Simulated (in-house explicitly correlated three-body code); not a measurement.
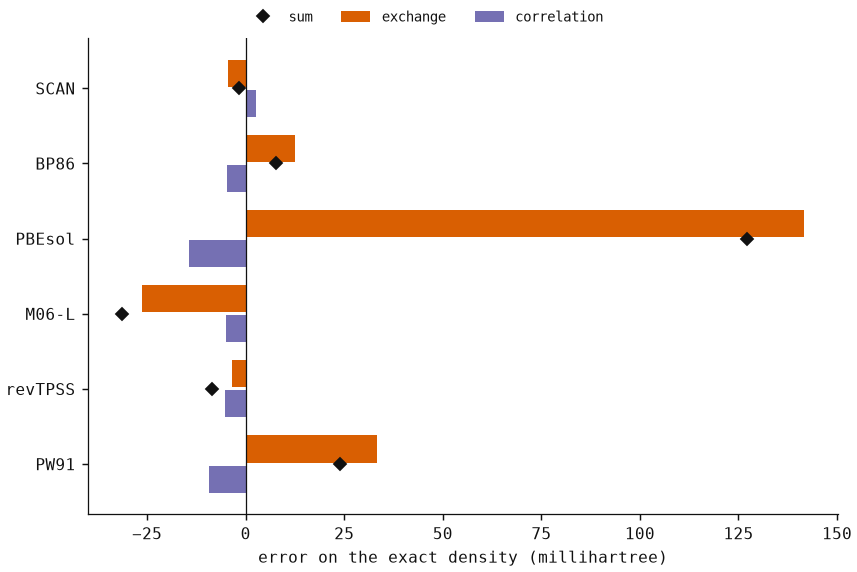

Two electrons around a point charge Z = 4.1. Computed variationally in 260 exponentially correlated functions with an in-house code, non-relativistic, converged to about 10⁻⁷ hartree. The exact exchange and correlation energies are −2339 and −44.33 millihartree. The plot shows the errors of BP86, M06-L, PBEsol, PW91, SCAN and revTPSS, evaluated on the exact density.

> Rank the functionals.

By the size of the summed error (millihartree): SCAN −1.7, BP86 +7.7, revTPSS −8.6, PW91 +24, M06-L −31, PBEsol +127. Errors of exchange and correlation cancel by a quarter or more for SCAN (−4.4 and +2.7), BP86 (+12 and −4.7) and PW91 (+33 and −9.4).
